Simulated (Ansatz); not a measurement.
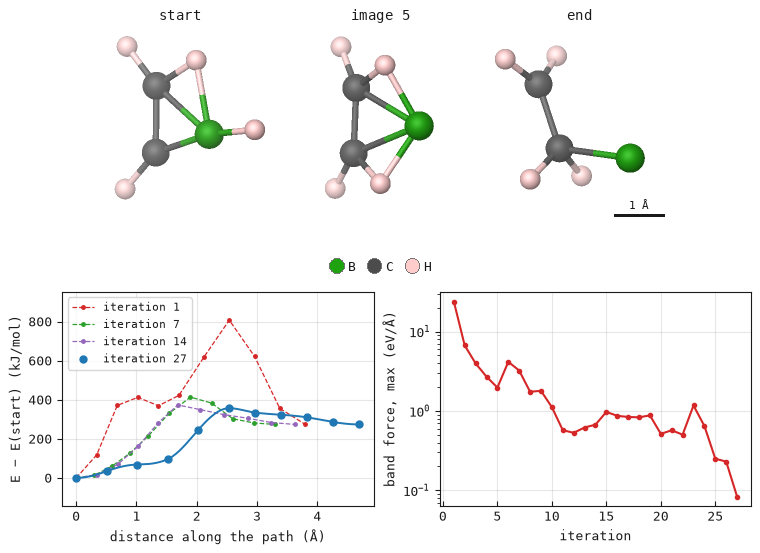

A search for the minimum-energy path of C2H4B (charge +1) by the nudged elastic band. Images are numbered from 0 (start) to 10 (end). The plot follows the band through its iterations. A ball-and-stick model, seen from a free direction.

Level of theory: Ansatz, RKS PBE0-D4/def2-SVPD. Set-up: 9 movable images; climbing image; force threshold 0.2 eV/Å; iteration limit 60; starting path through a guess of the saddle point.

Judge this run.

The run is converged, with reservations. The band converged in 27 iterations. The largest component of the band force went from 24 to 0.084 eV/Å. The climbing image converged on the top of the path. Its curvatures weren't checked. The force threshold is loose. The first iteration put the highest image at 807.4 kJ/mol. The energy climbs by 356.8 kJ/mol to image 5 and then falls by 83.1 kJ/mol, so the end point sits at +273.7 kJ/mol.

The run took 2.9 min on 2 threads of Intel(R) Xeon(R) Platinum 8488C (Sapphire Rapids) (shared host), peak memory 0.17 GiB.
